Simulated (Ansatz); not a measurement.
Single-point calculation, with input and output: Cs₈Sb₂Ca₆F₂₄ (part 1 of 2)

Cs₈Sb₂Ca₆F₂₄ (defect cell, 40 atoms in the cell), computed with DFT, HSE06, PAW, plane waves (Ansatz 0.2.0).

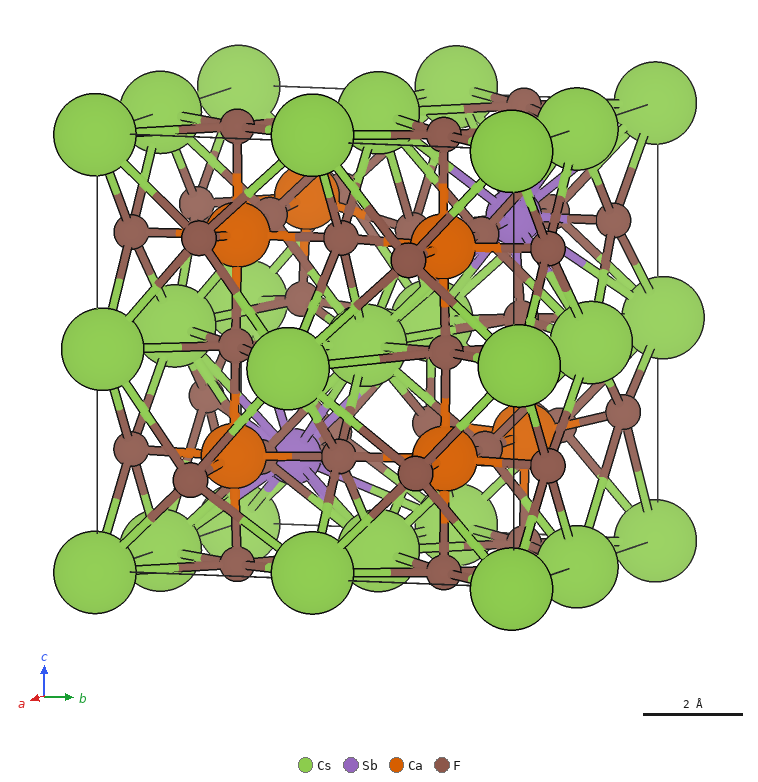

Figure 1. The structure (ball-and-stick view of the cell of the calculation, seen slightly off an axis).

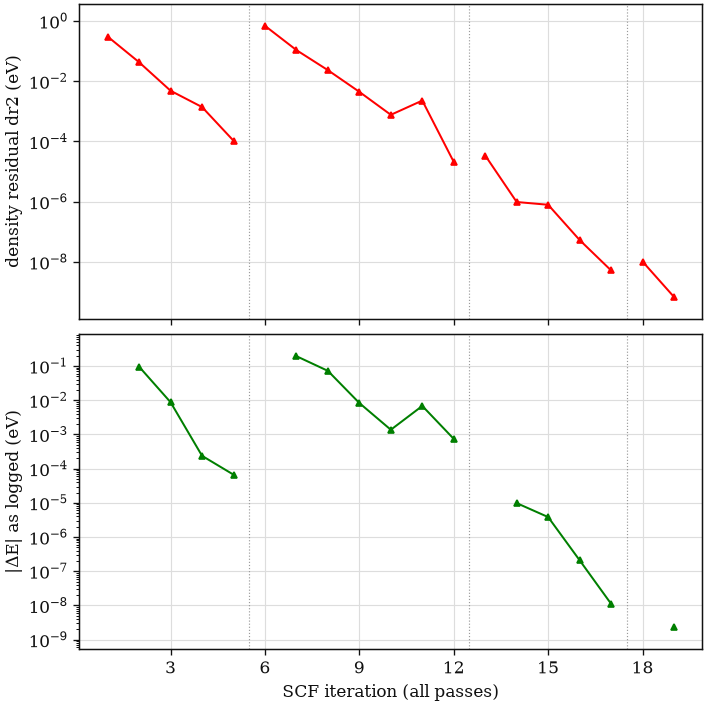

Figure 2. Convergence of the self-consistent field: density residual dr2 and size of the energy change against the SCF iteration. The run starts with a semilocal functional; after that each stretch between dotted lines is one SCF of the hybrid functional between two exact rebuilds of the exchange operator by the outer loop. Early passes are stopped at a loose threshold. The passes take 5, 7, 5 and 2 iterations.

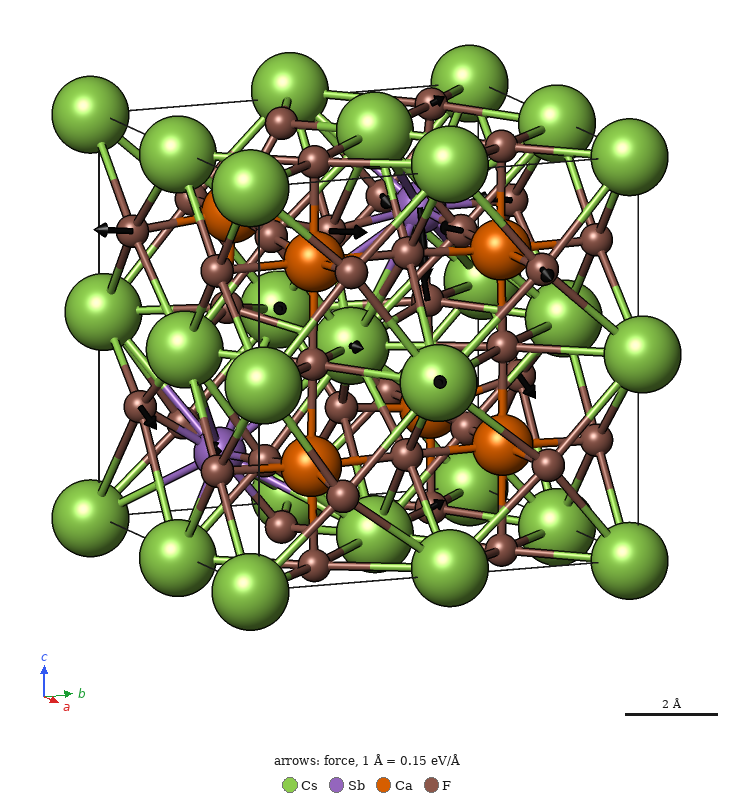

Figure 3. Forces on the atoms as black arrows (ball-and-stick view of the cell of the calculation, seen slightly off an axis); the smallest are left out. The largest act on F20 (0.26 eV/Å); Sb10 (0.25 eV/Å); F32 (0.15 eV/Å); F34, F36 (0.14 eV/Å), among others. Atoms are counted from 1 in the order of the input and aren't labelled in the picture. 

The input that produced these results follows, with the program's output.

**Input**
```yaml
crystal:
  lattice:
    - [8.988828, 0.000000, 0.000000]
    - [0.000000, 8.988828, 0.000000]
    - [0.000000, 0.000000, 8.988828]
  atoms:
    - { symbol: Cs, position: [0.977721, 0.986829, 0.993049] }
    - { symbol: Cs, position: [0.998314, 0.012545, 0.506083] }
    - { symbol: Cs, position: [0.982814, 0.510809, 0.012368] }
    - { symbol: Cs, position: [0.020434, 0.465184, 0.481472] }
    - { symbol: Cs, position: [0.523597, 0.987159, 0.994000] }
    - { symbol: Cs, position: [0.502319, 0.014150, 0.504827] }
    - { symbol: Cs, position: [0.518993, 0.508673, 0.012251] }
    - { symbol: Cs, position: [0.476212, 0.463397, 0.474681] }
    - { symbol: Sb, position: [0.251198, 0.212902, 0.186709] }
    - { symbol: Sb, position: [0.249977, 0.740976, 0.754839] }
    - { symbol: Ca, position: [0.250928, 0.244997, 0.780794] }
    - { symbol: Ca, position: [0.250520, 0.767368, 0.256268] }
    - { symbol: Ca, position: [0.752209, 0.242188, 0.243930] }
    - { symbol: Ca, position: [0.750438, 0.250977, 0.749909] }
    - { symbol: Ca, position: [0.750346, 0.748076, 0.257026] }
    - { symbol: Ca, position: [0.748518, 0.743200, 0.741183] }
    - { symbol: F, position: [0.249990, 0.376121, 0.991372] }
    - { symbol: F, position: [0.247840, 0.232899, 0.546202] }
    - { symbol: F, position: [0.257488, 0.768092, 0.010177] }
    - { symbol: F, position: [0.253467, 0.759902, 0.523832] }
    - { symbol: F, position: [0.752117, 0.250524, 0.997069] }
    - { symbol: F, position: [0.751138, 0.246643, 0.496164] }
    - { symbol: F, position: [0.749592, 0.745534, 0.996855] }
    - { symbol: F, position: [0.747699, 0.749892, 0.500192] }
    - { symbol: F, position: [0.996731, 0.222745, 0.215050] }
    - { symbol: F, position: [0.999342, 0.244059, 0.768625] }
    - { symbol: F, position: [0.998740, 0.763869, 0.250655] }
    - { symbol: F, position: [0.000566, 0.747113, 0.737531] }
    - { symbol: F, position: [0.508695, 0.222385, 0.214333] }
    - { symbol: F, position: [0.501895, 0.242634, 0.767595] }
    - { symbol: F, position: [0.501598, 0.758818, 0.252660] }
    - { symbol: F, position: [0.492340, 0.747298, 0.741159] }
    - { symbol: F, position: [0.249670, 0.003558, 0.317711] }
    - { symbol: F, position: [0.253286, 0.981369, 0.755063] }
    - { symbol: F, position: [0.242327, 0.537413, 0.273694] }
    - { symbol: F, position: [0.256221, 0.500565, 0.715553] }
    - { symbol: F, position: [0.750734, 0.995580, 0.250078] }
    - { symbol: F, position: [0.749506, 0.995401, 0.745924] }
    - { symbol: F, position: [0.752009, 0.494300, 0.252158] }
    - { symbol: F, position: [0.748419, 0.498509, 0.751442] }
  symmetry: { detect: false }
kpoints:
  mp_grid: { grid: [1, 1, 1], shift: [0.25, 0.25, 0.25] }
hamiltonian:
  xc: hse06
scf:
  occupations: { method: fermi_dirac, width: 0.01 }
output:
  forces: true
  eigenvalues: true
  populations: true
  eigenstates: { kpoints: [[0.25, 0.25, 0.25]], e_range: [-6.0, 6.0], localisation: true }
```

Launch command:
```bash
ansatz run in.yaml --threads 8 --pin off --max-ram 13300MiB --runs-dir r --events-out ev --progress --plain
```

**What the program printed**
```
Pseudopotentials: kind: paw
Functional definition: HSE06
  parameter a = 0.25
  parameter omega = 0.11/bohr
  exchange = pbe_x - a*pbe_x_sr(omega) + a*exact_x_sr(omega)
  correlation = pbe_c
Crystal: 40 atoms, lattice volume = 726.289 Å³
Basis set: ecut = 420 eV, 14147 PW (Γ), exchange–correlation on 128×128×128 points (8 copies of the dense FFT grid, shifted against one another)
Bands: 205, of which v1, the nominal top of the filled ones, is band 165 counted from 1 (164 counted from 0)
Symmetry: 1 space group operations
k-points: 1
Non-local potential: Cs, projectors of the file, l = 0: 3, l = 1: 2, l = 2: 2, l = 3: 2
Non-local potential: Sb, projectors of the file, l = 0: 2, l = 1: 2, l = 2: 2, l = 3: 2
Non-local potential: Ca, projectors of the file, l = 0: 3, l = 1: 2, l = 2: 2
Non-local potential: F, projectors of the file, l = 0: 2, l = 1: 2, l = 2: 1
PAW form: soft (Blöchl's): semilocal exchange-correlation on the pseudo side does not see the compensation charge
PAW frozen core: Cs, regenerated for the run's functional, and the local potential with it (the file was generated under x = pbe(κ = 0.804, μ = 0.2195149727645171), c = pbe(β = 0.06672455060314922))
PAW frozen core: Sb, regenerated for the run's functional, and the local potential with it (the file was generated under x = pbe(κ = 0.804, μ = 0.2195149727645171), c = pbe(β = 0.06672455060314922))
PAW frozen core: Ca, regenerated for the run's functional, and the local potential with it (the file was generated under x = pbe(κ = 0.804, μ = 0.2195149727645171), c = pbe(β = 0.06672455060314922))
PAW frozen core: F, regenerated for the run's functional, and the local potential with it (the file was generated under x = pbe(κ = 0.804, μ = 0.2195149727645171), c = pbe(β = 0.06672455060314922))
PAW one-centre angular grid: Cs, 194 points (default); XC on 96 Gauss nodes
PAW one-centre angular grid: Sb, 590 points (default); XC on 64 Gauss nodes
PAW one-centre angular grid: Ca, 110 points (default); XC on 64 Gauss nodes
PAW one-centre angular grid: F, 110 points (default); XC on 64 Gauss nodes
Initial density: superposition of atomic densities (neutral atoms: chi_scale 0, normalization atom), corrected by the library's trained network
Initial wavefunctions: pseudopotential atomic-orbital guess
Functional: x = pbe(κ = 0.804, μ = 0.2195149727645171), c = pbe(β = 0.06672455060314922), warm-up for x = pbe(κ = 0.804, μ = 0.2195149727645171) + 0.25 (exact − pbe) at short range (hse, ω = 0.20786987370883472 Å⁻¹), c = pbe(β = 0.06672455060314922); HSE06 as pw.x's `hse` composes it (authors' and Libxc's form: `xc: wpbeh`)
SCF iter   1: F=—  HF=-88693.214501 eV  |F-HF|=—  |Δ(HF+E_count)|=         —  Δρ=3.40e-3  dr2=3.04e-1  ethr=1.77e-3  ⟨swp⟩=16.0  Hψ=1188  notcnv=0
preconditioner: auto → none  [insulator: Δε(μ)=1.865 eV  Ē_g=13.816 eV  σ=0.010 eV  W_gap=1.00  n_scr=170 (ndim 8)  ℏωp=21.8 eV  f_vac=0.028  D(μ)=0.00/eV (n_scr^D=0)]
SCF iter   2: F=—  HF=-88693.118955 eV  |F-HF|=—  |Δ(HF+E_count)|=   9.55e-2  Δρ=2.34e-3  dr2=4.27e-2  ethr=9.20e-5  ⟨swp⟩=10.0  Hψ=673  notcnv=0  defer=1
SCF iter   3: F=—  HF=-88693.110220 eV  |F-HF|=—  |Δ(HF+E_count)|=   8.73e-3  Δρ=8.99e-4  dr2=4.83e-3  ethr=1.29e-5  ⟨swp⟩=9.0  Hψ=639  notcnv=0  defer=1
SCF iter   4: F=—  HF=-88693.110457 eV  |F-HF|=—  |Δ(HF+E_count)|=   2.37e-4  Δρ=5.41e-4  dr2=1.39e-3  ethr=1.46e-6  ⟨swp⟩=9.0  Hψ=617  notcnv=0  defer=1
iter 5 solved again at ethr=3.15e-8 eV; its pass at ethr=4.23e-7 eV (dr2=1.04e-4 eV) is discarded
SCF iter   5: F=-88693.110396 eV  HF=-88693.110390 eV  |F-HF|=5.71e-6  |Δ(HF+E_count)|=   6.67e-5  Δρ=1.58e-4  dr2=1.06e-4  ethr=3.15e-8  ⟨swp⟩=3.0  Hψ=834  notcnv=0
SCF 1 stopped early in 5 iterations: F = -88693.110396 eV  dr2 = 1.06e-4
  greatest PAW one-centre occupation: 0.997 electrons in one spin orbital (limit 2), on the Sb atom at site 8 (counted from 0), in its partial waves of l = 2
Initial density: handed on by an earlier stage of this run
Initial wavefunctions: those handed on with the density
Functional: x = pbe(κ = 0.804, μ = 0.2195149727645171) + 0.25 (exact − pbe) at short range (hse, ω = 0.20786987370883472 Å⁻¹), c = pbe(β = 0.06672455060314922); HSE06 as pw.x's `hse` composes it (authors' and Libxc's form: `xc: wpbeh`)
Exchange kernel: α = 0.2500, screened, ω = 0.2079 Å⁻¹, Wigner–Seitz truncation, v(0) = 849.2312 eV·Å³, q-mesh 1×1×1, nearest image of the exchange supercell L = 8.99 Å, pair-density grid 45×45×45, without the augmentation charges, whose exchange is taken in its separable form (sized by the pseudopotential files, 64×64×64 at the most)
Frozen-core exchange: fock
```
